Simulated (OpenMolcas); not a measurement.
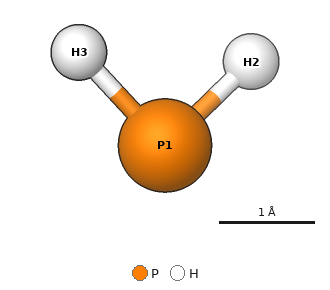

The structure (ball-and-stick view, seen at a tilt; atoms are numbered from 1 in the order of the input). Bond lengths as drawn: H–P 1.35 Å.

## Single-point calculation of PH₂ (charge −1)

PH₂ (phosphanide), charge −1, multiplicity 3, computed with B3LYP/3-21G, UKS (OpenMolcas 26.06).

The geometry is that of the parent species in another charge or spin state. The geometry comes from this level: GFN2-xTB.

### The program's output
```
--- Start Module: gateway ---

                                              &GATEWAY

                       available to each process: 1.9 GB of memory, 1 thread

 Basis Set     1 Label: P.3-21G
 Basis set is read from library:.
 basistype.tbl is not found

 Basis Set     2 Label: H.3-21G
 Basis set is read from library:.
 basistype.tbl is not found

++    Symmetry information:
      ---------------------

                    Character Table for C1

                             E
                    a        1  x, y, xy, Rz, z, xz, Ry, yz, Rx, I
--

++    Basis set information:
      ----------------------

      Basis set label: P.3-21G.........

      Electronic valence basis set:
      ------------------
      Associated Effective Charge  15.000000 au
      Associated Actual Charge     15.000000 au
      Nuclear Model: Point charge

      Shell  nPrim  nBasis  Cartesian Spherical Contaminant
         s       9       4        X
         p       6       3        X

      Basis set label: H.3-21G.........

      Electronic valence basis set:
      ------------------
      Associated Effective Charge   1.000000 au
      Associated Actual Charge      1.000000 au
      Nuclear Model: Point charge

      Shell  nPrim  nBasis  Cartesian Spherical Contaminant
         s       3       2        X
--

++    Molecular structure info:
      -------------------------

                    ************************************************
                    **** Cartesian Coordinates / bohr, angstrom ****
                    ************************************************

     Center  Label                x              y              z                     x              y              z
        1      P1               0.942822      -0.554786       0.463077              0.498920      -0.293580       0.245050
        2      H2               0.199536       1.871245       0.312050              0.105590       0.990220       0.165130
        3      H3              -1.142339      -1.316478      -0.775128             -0.604500      -0.696650      -0.410180

                    ***************************************
                    *    InterNuclear Distances / bohr    *
                    ***************************************

               1 P1            2 H2            3 H3
    1 P1       0.000000
    2 H2       2.541831        0.000000
    3 H3       2.541894        3.625488        0.000000

                    *******************************************
                    *    InterNuclear Distances / angstrom    *
                    *******************************************

               1 P1            2 H2            3 H3
    1 P1       0.000000
    2 H2       1.345079        0.000000
    3 H3       1.345112        1.918525        0.000000

                    **************************************
                    *    Valence Bond Angles / degree    *
                    **************************************
                          Atom centers                 Phi
                      2 H2       1 P1       3 H3        90.98
--

            Nuclear Potential Energy             12.07819318 au

--- Stop Module: gateway /rc=_RC_ALL_IS_WELL_ ---

--- Start Module: seward ---

                                              &SEWARD

                       available to each process: 1.9 GB of memory, 1 thread

               SEWARD will generate:
                  Multipole Moment integrals up to order  2
                  Kinetic Energy integrals
                  Nuclear Attraction integrals (point charge)
                  One-Electron Hamiltonian integrals
                  Velocity integrals
                  Orbital angular momentum around (  0.8564  -0.5039   0.4206 )
                  Velocity quadrupole around (  0.8564  -0.5039   0.4206 )
                  Two-Electron Repulsion integrals

                   Integrals are discarded if absolute value <: 1.00E-14
                   Integral cutoff threshold is set to       <: 1.00E-16

            Nuclear Potential Energy             12.07819318 au

      Basis set specifications :
      Symmetry species         a
      Basis functions           17

--- Stop Module: seward /rc=_RC_ALL_IS_WELL_ ---

--- Start Module: scf ---

                                                &SCF

                       available to each process: 1.9 GB of memory, 1 thread

++    Input section:
      --------------

      Header of the integral files:

      Cartesian coordinates in angstrom:
      -----------------------------------------------------
      No.  Label        X            Y            Z
      -----------------------------------------------------
       1   P1         0.49892000  -0.29358000   0.24505000
       2   H2         0.10559000   0.99022000   0.16513000
       3   H3        -0.60450000  -0.69665000  -0.41018000
      -----------------------------------------------------
      Nuclear repulsion energy =   12.07819318
--

++    Orbital specifications:
      -----------------------

      Symmetry species               1
                                     a
      Frozen orbitals                0
      Start temperature = 0.500
      End temperature   = 0.010
      Temperature Factor= 0.460
      Deleted orbitals               0
      Total number of orbitals      17
      Number of basis functions     17
--

      Molecular charge                          -1.000

      Numerical integration parameters
      --------------------------------
      Radial quadrature type:                         MHL
      Size of radial grid:                            99
      Lebedev angular grid:                           41
      Angular grid pruned with the crowding factor:  1.00E+10
                                 and fading factor:  1.00E+01
      Screening threshold for integral computation:   1.00E-11
      Radial quadrature accuracy:                     1.00E-25
      Maximum batch size:                             128
      AO values are stored on disk
      The same grid will be used for all iterations.

      DFT functional specifications
      -----------------------------
      Using Libxc version: 6.2.2
      Please cite the following reference:
      S. Lehtola, C. Steigemann, M. J.T. Oliveira, and M. A.L. Marques.,  SoftwareX 7, 1–5 (2018) doi:10.1016/j.softx.2017.11.002

      * B3LYP

++    Optimization specifications:
      ----------------------------

      SCF Algorithm: Conventional USCF
      D(i)-D(i-1) density differences are used
      Number of density matrices in core                 5
      Maximum number of NDDO SCF iterations            400
      Maximum number of HF SCF iterations              400
      Threshold for SCF energy change             1.00E-10
      Threshold for density matrix                1.00E-07
      Threshold for Fock matrix                   1.00E-07
      Threshold for linear dependence             1.00E-09
      Threshold at which DIIS is turned on        1.50E-01
      Maximum depth in the DIIS procedure                5
      Maximum depth in the BFGS Hessian update          30
      Threshold at which QNR/C2DIIS is turned on  7.50E-02
      Threshold for Norm(delta) (QNR/C2DIIS)      1.00E-05
      All orbitals punched on: UHFORB
--

      Input vectors read from INPORB
      Orbital file label: *Guess orbitals

++ Convergence information
                               UHF B3LYP      iterations: Energy and convergence statistics

Iter     Tot. B3LYP      One-elec.       Two-elec.     Energy      Max Dij or  Max Fij      DNorm      TNorm      AccCon     Time
         Energy          Energy          Energy        Change      Delta Norm                                                in Sec.
   1  -339.497988107  -519.530987313   167.954806021   0.00E+00    4.18E-01*   1.15E+00*    7.29E+00   7.41E+01   None         0.
   2  -339.573745541  -516.827968938   165.176030213  -7.58E-02*   8.50E-02*   6.08E-02*    1.03E+01   7.34E+01   EDIIS        0.
   3  -340.336250311  -519.472517201   167.058073704  -7.63E-01*   8.21E-02*   4.10E-02*    5.66E+00   7.39E+01   EDIIS        0.
   4  -340.526825917  -518.695143483   166.090124381  -1.91E-01*   4.92E-02*   1.86E-02*    2.56E+00   7.37E+01   EDIIS        0.
   5  -340.577397525  -519.241162816   166.585572106  -5.06E-02*   2.35E-02*   9.10E-03*    3.35E+00   7.38E+01   EDIIS        0.
   6  -340.602881535  -518.977418032   166.296343311  -2.55E-02*   1.78E-02*   5.45E-03*    2.64E+00   7.37E+01   EDIIS        0.
   7  -340.604349762  -519.135400524   166.452857577  -1.47E-03*   5.11E-03*   2.25E-03*    1.50E-01   7.37E+01   EDIIS        0.

       Fermi aufbau procedure completed!
      nOcc(alpha)=   10
      nOcc(beta) =    8

   8  -340.604363862  -519.040753031   166.358195984  -1.41E-05*   9.82E-04*   8.92E-04*    4.17E-02   7.37E+01   c2DIIS       0.
   9  -340.604371146  -519.079265821   166.396701490  -7.28E-06*   6.99E-04*   1.06E-04*    6.36E-03   7.37E+01   QNRc2DIIS    0.
  10  -340.604371186  -519.076214321   166.393649949  -4.05E-08*   2.23E-04*   5.04E-05*    1.56E-03   7.37E+01   QNRc2DIIS    0.
  11  -340.604371201  -519.077643716   166.395079330  -1.42E-08*   4.27E-05*   8.45E-06*    5.35E-04   7.37E+01   QNRc2DIIS    0.
  12  -340.604371201  -519.077526235   166.394961850  -2.76E-10*   1.24E-05*   2.27E-06*    1.79E-04   7.37E+01   QNRc2DIIS    0.
  13  -340.604371201  -519.077544557   166.394980171  -2.50E-11    1.92E-06    1.96E-07*    2.60E-05   7.37E+01   QNRc2DIIS    0.
  14  -340.604371201  -519.077543299   166.394978913  -2.84E-13    7.07E-08    1.05E-08     6.68E-06   7.37E+01   QNRc2DIIS    0.

       Convergence after  14 Iterations
--

 *****************************************************************************************************************************
 *                                             SCF/KS-DFT Program, Final results                                             *
 *                                                       Final Results                                                       *
 *****************************************************************************************************************************

::    Total KS-DFT energy                            -340.6043712009
      One-electron energy                            -519.0775432986
      Two-electron energy                             166.3949789127
      Nuclear repulsion energy                         12.0781931850
      Kinetic energy (interpolated)                   340.0612659370
      Virial theorem                                    1.0015970806
      Total spin, S(S+1)                                2.0018085367
      Total spin, S                                     1.0006027245
      Max non-diagonal density matrix element           0.0000000307
      Max non-diagonal Fock matrix element              0.0000000014

      All orbitals with orbital energies smaller than  E(LUMO)+0.5 are printed

++    Molecular orbitals:
      -------------------

      Title: UKS-DFT orbitals (alpha)

      Molecular orbitals for symmetry species 1: a

          Orbital            1         2         3         4         5         6         7         8         9        10
          Energy          -76.2375   -6.2218   -4.3897   -4.3825   -4.3806   -0.3852   -0.1325   -0.0323    0.0173    0.2531
          Occ. No.          1.0000    1.0000    1.0000    1.0000    1.0000    1.0000    1.0000    1.0000    1.0000    1.0000

          Orbital           11        12        13        14        15
          Energy            0.3634    0.6290    0.6621    0.6818    0.7048
          Occ. No.          0.0000    0.0000    0.0000    0.0000    0.0000

--

      All orbitals with orbital energies smaller than  E(LUMO)+0.5 are printed

++    Molecular orbitals:
      -------------------

      Title: UKS-DFT orbitals (beta)

      Molecular orbitals for symmetry species 1: a

          Orbital            1         2         3         4         5         6         7         8         9        10
          Energy          -76.2329   -6.2168   -4.3784   -4.3766   -4.3763   -0.3455   -0.0980    0.0067    0.1411    0.3494
          Occ. No.          1.0000    1.0000    1.0000    1.0000    1.0000    1.0000    1.0000    1.0000    0.0000    0.0000

          Orbital           11
          Energy            0.3984
          Occ. No.          0.0000

--

++    Molecular charges:
      ------------------

      Mulliken charges per centre and basis function type
      ---------------------------------------------------

                            P1                      H2                      H3
                     alpha        beta       alpha        beta       alpha        beta
      1s           2.9695      2.9154      0.7166      0.5316      0.7167      0.5316
      2px          1.7324      1.4492      0.0000      0.0000      0.0000      0.0000
      2pz          1.9370      1.1308      0.0000      0.0000      0.0000      0.0000
      2py          1.9277      1.4415      0.0000      0.0000      0.0000      0.0000
      Total        8.5667      6.9368      0.7166      0.5316      0.7167      0.5316
      Total             15.5036                  1.2482                  1.2482

      Charge           -0.5036                 -0.2482                 -0.2482

      Total electronic charge=   18.000000

      Total            charge=   -1.000000
--

++    Molecular orbitals:
      -------------------

      Title: Natural orbitals

      Molecular orbitals for symmetry species 1: a

          Orbital            1         2         3         4         5         6         7         8         9        10
          Energy          -76.2350   -6.2190   -4.3831   -4.3765   -4.3793   -0.1181   -0.3379   -0.0406    0.0798    0.3012
          Occ. No.          2.0000    2.0000    2.0000    2.0000    2.0000    2.0000    2.0000    1.9991    1.0000    1.0000

          Orbital           11        12        13        14        15        16        17
          Energy            0.4232    0.8432    1.1396    0.7585    0.7037    0.8097    0.9941
          Occ. No.          0.0009    0.0000    0.0000    0.0000    0.0000    0.0000    0.0000

--

++    Molecular properties:
      ---------------------

      Charge (e):
                      =   -1.0000
      Dipole Moment (debye):
      Origin of the operator (angstrom)=    0.4532   -0.2667    0.2226
                   X= -7.8010E-01               Y=  4.5923E-01               Z= -3.8313E-01           Total=  9.8297E-01
      Center of Charge (angstrom)
                     X=    0.61560581               Y=   -0.36228247               Z=    0.30235745
      Quadrupole Moment (debye*angstrom):
      Origin of the operator (angstrom)=    0.4532   -0.2667    0.2226
                  XX= -2.1097E+01              XY=  2.2379E-01              XZ= -1.8232E+00              YY= -2.2021E+01
                  YZ= -3.3400E-01              ZZ= -1.8812E+01
      In traceless form (debye*angstrom)
                  XX= -6.8004E-01              XY=  3.3568E-01              XZ= -2.7348E+00              YY= -2.0668E+00
                  YZ= -5.0100E-01              ZZ=  2.7468E+00
--

--- Stop Module: scf /rc=_RC_ALL_IS_WELL_ ---
--- Module scf spent 2 seconds ---

.##################.
.# Happy landing! #.
.##################.

    Timing: Wall=2.95 User=2.46 System=0.49
```

The run was set up as follows.

### Input
```
* H2P Kohn-Sham DFT

&GATEWAY
 BasLib=$CurrDir
 Coord
 3
 bohr
 P      0.94282216    -0.55478580     0.46307739
 H      0.19953618     1.87124460     0.31205047
 H     -1.14233944    -1.31647770    -0.77512786
 Basis=3-21G
 Group=NoSym

&SEWARD
 GridInput
 Grid=UltraFine
 End of Grid

&SCF
 UHF
 Charge=-1
 Spin=3
 KSDFT=B3LYP
 Thresholds=1e-10 1e-07 1e-07 1e-05
 PrOrbitals=1 1
```

Run as:
```bash
export MOLCAS_MEM=1860
pymolcas test.input > test.log
```

### Summary

```csv
quantity,value
outcome,converged
total energy,−340.604371 hartree
basis functions,17
⟨S²⟩,2.002
hardware,"1 thread of Intel Xeon (Granite Rapids), 64 GiB of memory available, shared host"
wall time,3.3 s
peak memory,0.37 GiB
```
